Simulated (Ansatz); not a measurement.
## Single-point calculation, with input and output: CH7NOSi

CH7NOSi, computed with RKS PBE-D4/def2-TZVPP (Ansatz 0.2.0).

The geometry comes from this level: PBE0-D4/def2-TZVP. Figures and captions count atoms from 1; the log counts them from 0 in places.

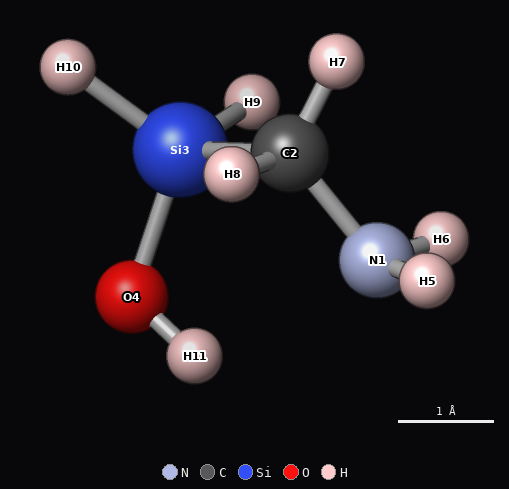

**Figure 1.** The structure (ball-and-stick view, seen at a tilt; atoms are numbered from 1 in the order of the input).

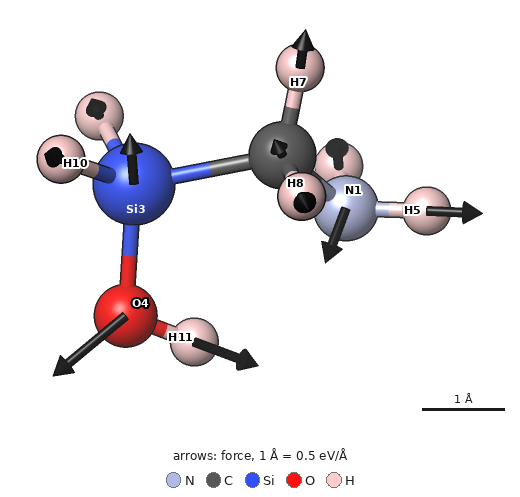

**Figure 2.** Forces on the atoms as black arrows (ball-and-stick view, seen at a tilt; atoms are numbered from 1 in the order of the input). The largest act on O4 (0.59 eV/Å); H11 (0.46 eV/Å); N1 (0.36 eV/Å); H5 (0.35 eV/Å), among others. The geometry is not a stationary point of this energy.

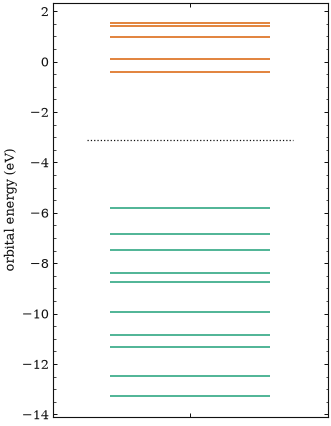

**Figure 3.** Orbital energies near the frontier; the dotted line parts filled from empty levels, and levels within 0.02 eV of each other stand side by side. Highest filled −5.81 eV, lowest empty −0.40 eV, 5.41 eV apart.

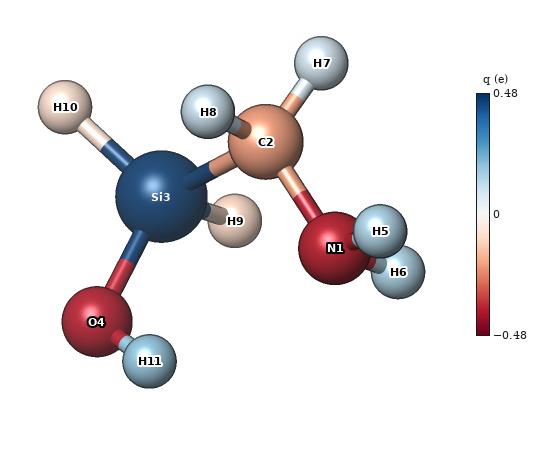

**Figure 4.** Mulliken charges, as the colour of each atom (ball-and-stick view, seen at a tilt; atoms are numbered from 1 in the order of the input). By element: N −0.37, C −0.21, Si +0.46, O −0.38 and H −0.11 to +0.19 e.

The input and output of the run follow.

### Input file
```yaml
crystal:
  periodic: [false, false, false]
  atoms:
    - {symbol: N, position_ang: [-1.027561, 0.085417, -1.007451]}
    - {symbol: C, position_ang: [0.295239, 0.573771, -0.600142]}
    - {symbol: Si, position_ang: [0.634668, -0.169124, 1.096008]}
    - {symbol: O, position_ang: [0.255932, -1.767556, 0.988200]}
    - {symbol: H, position_ang: [-1.207945, 0.273396, -1.985512]}
    - {symbol: H, position_ang: [-1.757438, 0.548626, -0.479848]}
    - {symbol: H, position_ang: [0.414301, 1.666084, -0.628440]}
    - {symbol: H, position_ang: [1.039699, 0.157018, -1.286333]}
    - {symbol: H, position_ang: [-0.218522, 0.522316, 2.107642]}
    - {symbol: H, position_ang: [2.056493, -0.039950, 1.503590]}
    - {symbol: H, position_ang: [-0.419367, -1.906897, 0.313086]}
basis:
  gaussian: {orbitals: def2-TZVPP}
hamiltonian: {xc: pbe, dispersion: d4}
output: {forces: true, orbitals: {seedname: orbitals}}
```

Launched with:
```bash
ansatz run in.yaml --threads 2 --pin off --events-out ev --progress --plain --max-ram 4352MiB
```

### Output
```
Functional definition: PBE
  name "PBE"
  cite "Perdew, Burke & Ernzerhof, Phys. Rev. Lett. 77, 3865 (1996) doi:10.1103/PhysRevLett.77.3865"
  parent pbe
  parameter kappa = 0.804
  parameter beta = 0.06672455060314922
  exchange = pbe_x(kappa = kappa, mu = beta*pi^2/3)
  correlation = pbe_c(beta = beta)
1187 factors; their error is unknown
mean field evaluation 1: about -12544.0484 eV, gradient 9.0e1 eV
mean field evaluation 2: about -12494.3901 eV, gradient 1.7e2 eV
mean field evaluation 4: about -12558.9418 eV, gradient 1.5e1 eV
mean field evaluation 8: about -12559.4154 eV, gradient 5.6e-2 eV
mean field evaluation 16: about -12559.3761 eV, gradient 6.5e-5 eV
mean field -12559.37607986 eV, -461.5485578838 hartree, gradient 9.7e-6 eV, S^2 0.000000; 0 other end points of the search recorded, 0 dependent functions left out
the calculation of the forces begins
reference -12559.37611960 eV, -461.5485593445 hartree; 21, 21 occupied and 212, 212 virtual orbitals, 1187 factors
Total energy: -12559.57145040 eV, -461.5557376190 hartree
Atom 0 at    -1.027561     0.085417    -1.007451 Å, force    -0.008881    -0.359029     0.059625 eV/Å
Atom 1 at     0.295239     0.573771    -0.600142 Å, force     0.090257     0.088080     0.040908 eV/Å
Atom 2 at     0.634668    -0.169124     1.096008 Å, force     0.085765     0.301374     0.063435 eV/Å
Atom 3 at     0.255932    -1.767556     0.988200 Å, force     0.212041    -0.458323     0.297497 eV/Å
Atom 4 at    -1.207945     0.273396    -1.985512 Å, force    -0.079125     0.060783    -0.337714 eV/Å
Atom 5 at    -1.757438     0.548626    -0.479848 Å, force    -0.256187     0.154970     0.167241 eV/Å
Atom 6 at     0.414301     1.666084    -0.628440 Å, force     0.056860     0.241262    -0.004984 eV/Å
Atom 7 at     1.039699     0.157018    -1.286333 Å, force     0.153155    -0.070850    -0.133536 eV/Å
Atom 8 at    -0.218522     0.522316     2.107642 Å, force    -0.090814     0.093700     0.114475 eV/Å
Atom 9 at     2.056493    -0.039950     1.503590 Å, force     0.157797     0.010385     0.049981 eV/Å
Atom 10 at    -0.419367    -1.906897     0.313086 Å, force    -0.320867    -0.062352    -0.316927 eV/Å
Dipole moment:    -0.220435     0.382043    -0.415030 e Å
```

### Summary

```json
{"quantity": "outcome", "value": "converged"}
{"quantity": "total energy", "value": "−12559.5715 eV"}
{"quantity": "mean-field energy", "value": "−12559.3761 eV"}
{"quantity": "dispersion energy", "value": "−0.1953 eV"}
{"quantity": "SCF solution under orbital rotations", "value": "stable"}
{"quantity": "HOMO", "value": "−5.81 eV"}
{"quantity": "LUMO", "value": "−0.40 eV"}
{"quantity": "largest force (length of the vector)", "value": "0.586 eV/Å"}
{"quantity": "dipole moment", "value": "2.91 D"}
{"quantity": "hardware", "value": "2 threads of Arm Neoverse V2, 23 GiB of memory available, shared host"}
{"quantity": "wall time", "value": "3 s (CPU time 5.6 s)"}
{"quantity": "peak memory", "value": "0.27 GiB"}
```
